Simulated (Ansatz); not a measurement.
# LiSc3 (built on the sites of a database entry of LiAl3): a soft mode frozen in, part 2 of 3

Aim: this structure of LiSc3 (built on the sites of a database entry of LiAl3) is to be tested for unstable modes, and one is followed downhill.

Ansatz 0.2.0; DFT PBEsol, scalar-relativistic, plane waves, PAW.

So far, highest frequency on the path or at a solved wavevector (cm⁻¹): step 2 (response at finite wavevector) 320. Also lowest frequency on the path (cm⁻¹): step 2 -127.

The structure was built from a prototype and need not be the compound's stable phase.

**4. The mode frozen in, largest atomic shift 0.6 Å**

The atoms are moved along the unstable eigenvector, the largest shift by 0.6 Å, with the cell fixed.

The input, input.yaml:

```yaml
crystal:
  lattice:
    - [4.4755295906, 4.4755295906, 0.0]
    - [4.4755295906, 0.0, 4.4755295906]
    - [4.4755295906, 0.0, -4.4755295906]
  atoms:
    - { symbol: Li, position: [0.0, 0.5, 0.5] }
    - { symbol: Li, position: [0.0, 0.0, 0.0] }
    - { symbol: Sc, position: [0.5947963945, 0.4052036055, 0.4052036055] }
    - { symbol: Sc, position: [0.4052036055, 0.0947963945, 0.0947963945] }
    - { symbol: Sc, position: [0.0, 0.5473981973, -0.0473981973] }
    - { symbol: Sc, position: [0.0, -0.0473981973, 0.5473981973] }
    - { symbol: Sc, position: [0.5, 0.5473981973, -0.0473981973] }
    - { symbol: Sc, position: [0.5, -0.0473981973, 0.5473981973] }
kpoints:
  mp_grid: { grid: [8, 8, 8] }
hamiltonian:
  xc: pbesol
scf:
  occupations: { method: methfessel_paxton, width: 0.2 }
output:
  forces: true
  stress: true
  eigenvalues: true
```

On the command line:

```bash
ansatz run input.yaml --threads 4 --pin off --max-ram 14336MiB --backend cpu --events-out ev --progress --plain --runs-dir out
```

Numbers of over 12 decimals in the logs are rounded to 6 here.

The log of the run:

```text
[...]
Crystal: 8 atoms, lattice volume = 179.293 Å³
Basis set: ecut = 420 eV, 3479 PW (Γ), exchange–correlation on 90×90×90 points (8 copies of the dense FFT grid, shifted against one another)
Bands: 44, of which v1, the nominal top of the filled ones, is band 36 counted from 1 (35 counted from 0)
Symmetry: 8 space group operations
[...]
k-points: 95 of 512
[...]
k-point 0: bands = [... 32 lower, 7.3063, 7.4096, 7.4679, 7.5000, 7.9197, 7.9489, 8.3388, 8.3909, ... 4 higher]
  k-point 1: bands = [... 32 lower, 7.3258, 7.4429, 7.4521, 7.5272, 7.8605, 7.9148, 8.2566, 8.3628, ... 4 higher]
  k-point 2: bands = [... 32 lower, 7.3112, 7.3659, 7.4120, 7.4886, 7.8904, 7.9103, 8.1513, 8.4209, ... 4 higher]
  k-point 94: bands = [... 32 lower, 7.3250, 7.3250, 7.6957, 7.6957, 8.2901, 8.2901, 8.3856, 8.3856, ... 4 higher]
[key lines of the parts left out:]
SCF converged after 7 iterations
Free energy (F): -13072.985394 eV
Fermi energy:    7.812911 eV
P = ⅓ Tr σ = -1.5105 GPa (-15.105 kbar)
```

The job ended after 9.3 s (4 threads of Arm Neoverse V2, shared host; peak memory 0.88 GiB).

Numbers from this step:

```yaml
pressure: -1.511 GPa
energy_from_the_undistorted_cell: -81.67 meV/atom
```

The energy, extrapolated to zero smearing, is -81.67 meV/atom against the undistorted cell.

The run ends at a pressure of -1.51 GPa, with forces up to 0.20 eV/Å.

**5. Energy along the mode, all amplitudes (two of the runs are shown above)**

An imaginary frequency means negative curvature, so the energy should fall and then rise again as anharmonic terms take over.

This step gave:

- depth at the lowest point sampled: 81.67 meV/atom
- largest atomic shift at that point: 0.6 Å

Table of energy from the parent by largest atomic shift:

```tsv
largest atomic shift (Å)	energy from the parent (meV/atom)
0.000	0
0.040	-1.14
0.080	-4.44
0.140	-12.7
0.220	-27.9
0.320	-49.4
0.450	-73.7
0.600	-81.7
```

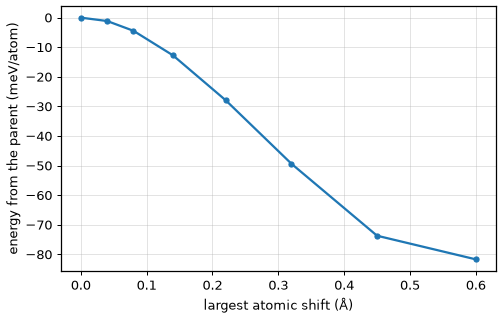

Energy from the parent against largest atomic shift.

Displacement at unit largest shift by atom:

```tsv
atom	x (Å)	y (Å)	z (Å)	size
Li1	0.000	0.000	0.000	0.000
Li2	0.000	0.000	0.000	0.000
Sc3	-0.707	0.707	0.000	1.000
Sc4	0.707	-0.707	0.000	1.000
Sc5	0.000	0.000	0.707	0.707
Sc6	0.000	0.000	-0.707	0.707
Sc7	0.000	0.000	0.707	0.707
Sc8	0.000	0.000	-0.707	0.707
```

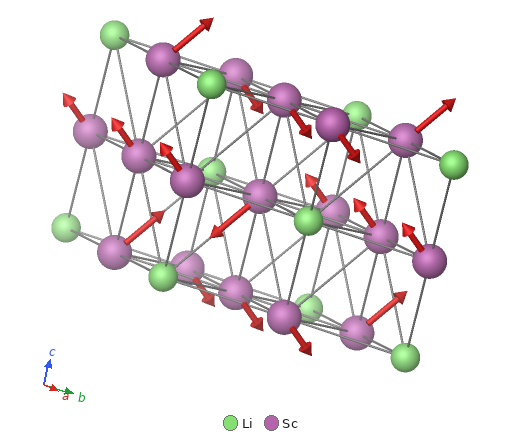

Displacement at unit largest shift as arrows, the longest 1.000 Å. Some periodic images of atoms are drawn too.

The lowest of the steps tried is the last one, at 0.6 Å, 81.7 meV/atom below the parent; the bottom of the well need not coincide with a step.

**6. Relaxing from the distorted cell**

Starting from the lowest point found, all atoms and the cell are let go, so that strain and other modes of the same symmetry can join in.

Changes to input.yaml since step 4:

```diff
@@ -24 +24,6 @@
   eigenvalues: true
+relax:
+  adjacent_minimum: "off"
+  f_tol: 0.002
+  max_steps: 120
+  cell: { stress_tol: 0.03 }
```

The log of the run:

```text
[...]
Crystal: 8 atoms, lattice volume = 179.293 Å³
Basis set: ecut = 420 eV, 3479 PW (Γ), exchange–correlation on 90×90×90 points (8 copies of the dense FFT grid, shifted against one another)
Bands: 44, of which v1, the nominal top of the filled ones, is band 36 counted from 1 (35 counted from 0)
Symmetry: 8 space group operations
[...]
k-points: 95 of 512
[...]
SCF iter   1: F=—  HF=-13073.033190 eV  |F-HF|=—  |Δ(HF+E_count)|=         —  Δρ=7.54e-3  dr2=1.88e-1  ethr=1.77e-3  ⟨swp⟩=7.2  Hψ=18494  notcnv=0
[...]
SCF iter   7: F=-13072.985394 eV  HF=-13072.985394 eV  |F-HF|=2.34e-8  |Δ(HF+E_count)|=   9.70e-8  S|Δr|=    0.00e0  Δρ=3.31e-6  dr2=3.99e-8  ethr=1.39e-10  ⟨swp⟩=7.4  Hψ=15456  notcnv=0
SCF 1 converged in 7 iterations: F = -13072.985394 eV  dr2 = 3.99e-8
[...]
relax step   1: F+E_penalty+E_count = -13072.98539429 eV  Δ(F+E_penalty+E_count) = +0.000e0 eV  max|allowed force component| = 1.392e-1 eV/Å  Δτ_max = 0.0000 Å  P = -1.511 GPa  Ω = 179.293 Å³  (7 SCF iters, dr2 threshold 1.00e-7 eV, accepted)
Crystal: 8 atoms, lattice volume = 168.916 Å³
Basis set: ecut = 420 eV, 3311 PW (Γ), exchange–correlation on 90×90×90 points (8 copies of the dense FFT grid, shifted against one another)
[...]
SCF iter   6: F=-13073.031561 eV  HF=-13073.031561 eV  |F-HF|=4.36e-8  |Δ(HF+E_count)|=   2.38e-7  S|Δr|=    0.00e0  Δρ=6.01e-6  dr2=8.18e-8  ethr=1.11e-9  ⟨swp⟩=6.6  Hψ=15369  notcnv=0
SCF 2 converged in 6 iterations: F = -13073.031561 eV  dr2 = 8.18e-8
relax step   2: F+E_penalty+E_count = -13073.03156125 eV  Δ(F+E_penalty+E_count) = -4.617e-2 eV  max|allowed force component| = 9.082e-2 eV/Å  Δτ_max = 0.0699 Å  P = +1.548 GPa  Ω = 168.916 Å³  energy of the carried Pulay correction = +6.809e-4 eV  (6 SCF iters, dr2 threshold 8.00e-7 eV, accepted)
Crystal: 8 atoms, lattice volume = 173.397 Å³
Basis set: ecut = 420 eV, 3399 PW (Γ), exchange–correlation on 90×90×90 points (8 copies of the dense FFT grid, shifted against one another)
[...]
SCF iter   5: F=-13073.063704 eV  HF=-13073.063704 eV  |F-HF|=5.37e-8  |Δ(HF+E_count)|=   1.73e-7  S|Δr|=    0.00e0  Δρ=7.61e-6  dr2=9.32e-8  ethr=1.11e-9  ⟨swp⟩=6.3  Hψ=15409  notcnv=0
SCF 3 converged in 5 iterations: F = -13073.063704 eV  dr2 = 9.32e-8
relax step   3: F+E_penalty+E_count = -13073.06370368 eV  Δ(F+E_penalty+E_count) = -3.214e-2 eV  max|allowed force component| = 1.702e-2 eV/Å  Δτ_max = 0.0273 Å  P = +0.169 GPa  Ω = 173.397 Å³  energy of the carried Pulay correction = +3.796e-4 eV  (5 SCF iters, dr2 threshold 8.00e-7 eV, accepted)
[...]
relax step   4: F+E_penalty+E_count = -13073.06611865 eV  Δ(F+E_penalty+E_count) = -2.415e-3 eV  max|allowed force component| = 1.062e-2 eV/Å  Δτ_max = 0.0143 Å  P = +0.003 GPa  Ω = 174.127 Å³  energy of the carried Pulay correction = +3.316e-4 eV  (5 SCF iters, dr2 threshold 2.30e-7 eV, accepted)
[...]
relax step   5: F+E_penalty+E_count = -13073.06640417 eV  Δ(F+E_penalty+E_count) = -2.855e-4 eV  max|allowed force component| = 2.681e-2 eV/Å  Δτ_max = 0.0144 Å  P = -0.062 GPa  Ω = 174.529 Å³  energy of the carried Pulay correction = +3.052e-4 eV  (6 SCF iters, dr2 threshold 5.23e-8 eV, accepted)
[...]
relax step   6: F+E_penalty+E_count = -13073.06687029 eV  Δ(F+E_penalty+E_count) = -4.661e-4 eV  max|allowed force component| = 4.121e-3 eV/Å  Δτ_max = 0.0069 Å  P = +0.011 GPa  Ω = 174.214 Å³  energy of the carried Pulay correction = +3.259e-4 eV  (5 SCF iters, dr2 threshold 4.49e-8 eV, accepted)
[...]
relax step   7: F+E_penalty+E_count = -13073.06688020 eV  Δ(F+E_penalty+E_count) = -9.908e-6 eV  max|allowed force component| = 9.362e-4 eV/Å  Δτ_max = 0.0016 Å  P = -0.001 GPa  Ω = 174.263 Å³  energy of the carried Pulay correction = +3.227e-4 eV  (6 SCF iters, dr2 threshold 1.06e-9 eV, accepted)
[...]
SCF iter   5: F=-13073.066561 eV  HF=-13073.066561 eV  |F-HF|=1.82e-12  |Δ(HF+E_count)|=  2.18e-11  S|Δr|=    0.00e0  Δρ=5.18e-8  dr2=6.05e-12  ethr=1.00e-12  ⟨swp⟩=5.0  Hψ=15917  notcnv=0
SCF 8 converged in 5 iterations: F = -13073.066561 eV  dr2 = 6.05e-12
relax step   8: F+E_penalty+E_count = -13073.06656116 eV  Δ(F+E_penalty+E_count) = +3.190e-4 eV  max|allowed force component| = 9.396e-4 eV/Å  Δτ_max = 0.0000 Å  P = -0.001 GPa  Ω = 174.263 Å³  stress off target by 5.39e-3 GPa  SCF on the basis re-selected at this cell (its energy is not comparable with the rows above)  (5 SCF iters)
basis re-selected at this cell: Δ(F+E_penalty+E_count) = +3.190e-4 eV, ΔP = -0.000 GPa vs the last step (what re-selecting the basis moved, of the pressure what is left beyond the Pulay correction that the steps carried, after the strain that the cell walked since its last selection, with what the two solves' SCF thresholds leave and, on support functions, any second-order correction that the steps lacked; it is no m [...]
SCF converged after 5 iterations
[...]
Free energy (F): -13073.066561 eV
[...]
Internal energy: -13073.075092 eV  (E = F + TS)
E sigma→0 (E₀):  -13073.068694 eV
Entropy (-TS):   0.008530 eV (1.066 meV/atom)
Fermi energy:    8.138433 eV
[...]
--- Forces (eV/Å), atoms counted from 1 ---
  atom   1  Li    -0.00093956     0.00093956     0.00000000
  atom   2  Li     0.00093956    -0.00093956     0.00000000
  atom   3  Sc    -0.00039358     0.00039358     0.00000000
  atom   4  Sc     0.00039358    -0.00039358     0.00000000
  atom   5  Sc     0.00000000     0.00000000    -0.00028750
  atom   6  Sc     0.00000000     0.00000000     0.00028750
  atom   7  Sc    -0.00000000     0.00000000    -0.00028750
  atom   8  Sc    -0.00000000     0.00000000     0.00028750
  max |Σ_I F_I| component: 1.08e-18 eV/Å
--- Stress (GPa, compression-positive) ---
       -0.002030       0.003361       0.000000
        0.003361      -0.002030       0.000000
        0.000000       0.000000       0.000661
  P = ⅓ Tr σ = -0.0011 GPa (-0.011 kbar)
--- Band table (eV; the first three rows and the last of 95) ---
  k-point 0: bands = [... 32 lower, 7.6039, 7.6132, 7.7162, 7.8442, 8.2631, 8.2738, 8.5969, 8.6907, ... 4 higher]
  k-point 1: bands = [... 32 lower, 7.5820, 7.6228, 7.8005, 7.8511, 8.1998, 8.2349, 8.4839, 8.8498, ... 4 higher]
  k-point 2: bands = [... 32 lower, 7.5311, 7.5765, 7.7487, 7.8578, 8.1974, 8.2436, 8.4075, 8.9047, ... 4 higher]
  k-point 94: bands = [... 32 lower, 7.6768, 7.6768, 7.9530, 7.9530, 8.5644, 8.5644, 8.6445, 8.6445, ... 4 higher]
--- Relaxed structure (7 steps of the walk, 7 accepted, 1 SCFs on fresh bases) ---
  F+E_penalty+E_count = -13073.06656116 eV   max|allowed force component| = 9.396e-4 eV/Å   (the final SCF, on the basis selected at the relaxed cell)
  cell:  # Å, volume = 174.2630 Å³
    - [4.537963, 4.537963, 0.0]
    - [4.526657, 0.011306, 4.252287]
    - [4.526657, 0.011306, -4.252287]
  atoms:
    - { symbol: Li, position: [0.00471014, 0.495290, 0.495290] }
    - { symbol: Li, position: [-0.00471014, 0.00471014, 0.00471014] }
    - { symbol: Sc, position: [0.585728, 0.414272, 0.414272] }
    - { symbol: Sc, position: [0.414272, 0.085728, 0.085728] }
    - { symbol: Sc, position: [4.336808689942018e-19, 0.548792, -0.048792] }
    - { symbol: Sc, position: [4.336808689942018e-19, -0.048792, 0.548792] }
    - { symbol: Sc, position: [0.500000, 0.548792, -0.048792] }
    - { symbol: Sc, position: [0.500000, -0.048792, 0.548792] }
```

The job ended after 78 s (4 threads; peak memory 0.94 GiB; 5.2 min of CPU time).

Step by step:

```tsv
step	energy less that of the first step (eV)	largest force component (eV/Å)	pressure (GPa)	volume (Å³)
1	0.0000	0.1392	-1.51	179.29
2	-0.0462	0.0908	1.55	168.92
3	-0.0783	0.0170	0.17	173.40
4	-0.0807	0.0106	0.00	174.13
5	-0.0810	0.0268	-0.06	174.53
6	-0.0815	0.0041	0.01	174.21
7	-0.0815	0.0009	0.00	174.26
8*	-0.0812	0.0009	0.00	174.26
```

Relaxation steps marked * repeat the geometry before them on a plane-wave basis chosen anew for their cell, so energy and pressure can jump there.

Forces are held to the 8 operations that the run works with; a distortion that breaks them can't arise in this run.

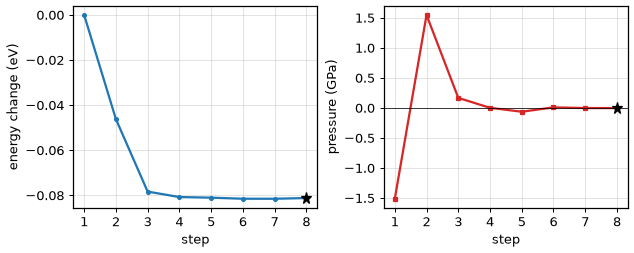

Energy and pressure along the relaxation. Stars mark steps on a basis chosen anew.

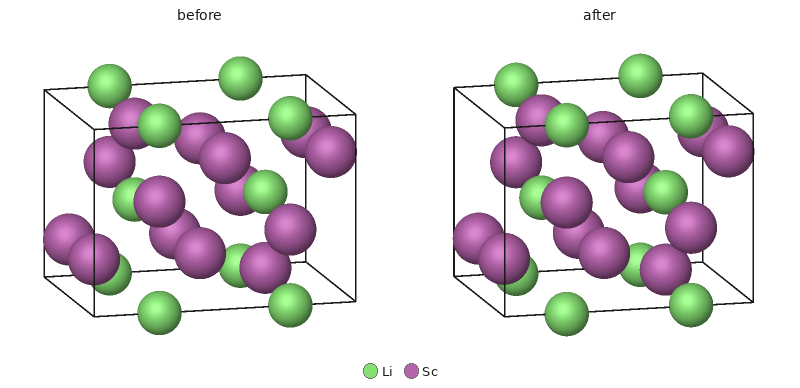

Before and after, at one scale.

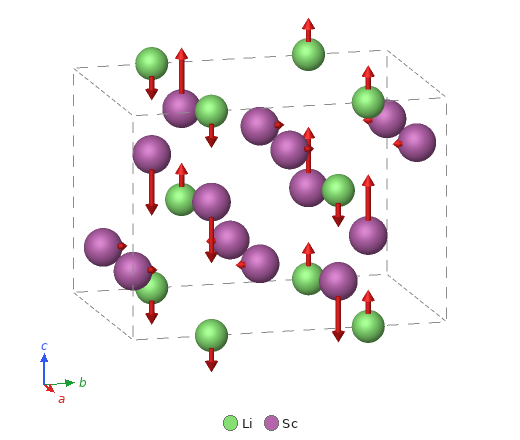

Displacements in the relaxation, exaggerated, measured against the changing cell; the longest in the cell stands for 0.06 Å. Some periodic images of atoms are drawn too.

```tsv
conventional cell, symmetrised	before	after	change
a (Å)	6.329	6.418	+1.4 %
b (Å)	8.951	8.505	-5.0 %
c (Å)	6.329	6.386	+0.9 %
volume (Å³/atom)	22.41	21.78	-2.8 %
```

The atoms that moved most (Å, as changes of fractional coordinates times the final cell):

```tsv
atom	dx	dy	dz	length
Sc3	0.041	-0.041	0.000	0.058
Sc4	-0.041	0.041	0.000	0.058
Li2	0.021	-0.021	0.000	0.030
Li1	-0.021	0.021	0.000	0.030
Sc6	0.000	0.000	-0.012	0.012
Sc5	0.000	0.000	0.012	0.012
Sc7	0.000	0.000	0.012	0.012
Sc8	0.000	0.000	-0.012	0.012
```

This step gave:

```
pressure        : -0.001133 GPa
volume per atom : 21.78 Å³
```

The distorted start has space group Imma; the relaxation ends in Imma.

**7. The new phase in its own primitive cell**

The relaxed structure is symmetrised, reduced to its primitive cell and relaxed tightly, as its phonons need.

The input, input.yaml:

```yaml
crystal:
  lattice:
    - [-3.2088246668, 4.2522865831, 3.1928357271]
    - [3.2088246668, -4.2522865831, 3.1928357271]
    - [3.2088246668, 4.2522865831, -3.1928357271]
  atoms:
    - { symbol: Li, position: [0.2452898593, 0.9952898593, 0.25] }
    - { symbol: Li, position: [0.7547101407, 0.0047101407, 0.75] }
    - { symbol: Sc, position: [0.1642718224, 0.4142718224, 0.75] }
    - { symbol: Sc, position: [0.8357281776, 0.5857281776, 0.25] }
    - { symbol: Sc, position: [0.7012083015, 0.0, 0.2012083015] }
    - { symbol: Sc, position: [0.2987916985, 0.0, 0.7987916985] }
    - { symbol: Sc, position: [0.7012083015, 0.5, 0.7012083015] }
    - { symbol: Sc, position: [0.2987916985, 0.5, 0.2987916985] }
kpoints:
  mp_grid: { grid: [8, 8, 8] }
hamiltonian:
  xc: pbesol
scf:
  occupations: { method: methfessel_paxton, width: 0.2 }
output:
  forces: true
  stress: true
  eigenvalues: true
relax:
  adjacent_minimum: "off"
  f_tol: 0.001
  max_steps: 60
  cell: { stress_tol: 0.01 }
```

The log of the run:

```text
[...]
Crystal: 8 atoms, lattice volume = 174.263 Å³
Basis set: ecut = 420 eV, 3415 PW (Γ), exchange–correlation on 90×90×90 points (8 copies of the dense FFT grid, shifted against one another)
Bands: 44, of which v1, the nominal top of the filled ones, is band 36 counted from 1 (35 counted from 0)
Symmetry: 8 space group operations
[...]
k-points: 95 of 512
[...]
- { symbol: Li, position: [0.245248, 0.995248, 0.250000] }
    - { symbol: Li, position: [0.754752, 0.00475183, 0.75] }
    - { symbol: Sc, position: [0.164273, 0.414273, 0.75] }
    - { symbol: Sc, position: [0.835727, 0.585727, 0.25] }
    - { symbol: Sc, position: [0.701210, 5.551115123125783e-17, 0.201210] }
    - { symbol: Sc, position: [0.298790, 5.551115123125783e-17, 0.798790] }
    - { symbol: Sc, position: [0.701210, 0.5, 0.701210] }
    - { symbol: Sc, position: [0.298790, 0.5, 0.298790] }
[key lines of the parts left out:]
SCF converged after 4 iterations
Free energy (F): -13073.066562 eV
Fermi energy:    8.138617 eV
P = ⅓ Tr σ = -0.0003 GPa (-0.003 kbar)
```

Wall time 36 s (4 threads); peak memory 0.93 GiB; 2.4 min of CPU time.

Little changed from the start: no atom moved by 0.005 Å and no cell edge by 0.1 %.

This step gave:

* pressure: -2.81e-4 GPa

The largest force component left is 0.11 meV/Å and the pressure is 0.000 GPa, within the tolerances set. The cell now holds 21.78 Å³/atom.

[end of part 2 of 3]

[Logs are printed without paths, hosts, clocks, repeated set-up lines and the standing remarks that a program may print on its own settings, such as how far it seeks lower states.]

[Hosts, paths, dates, database ids (printed as entryN), source tags and the programs' standing remarks are cut or masked in the printed files.]
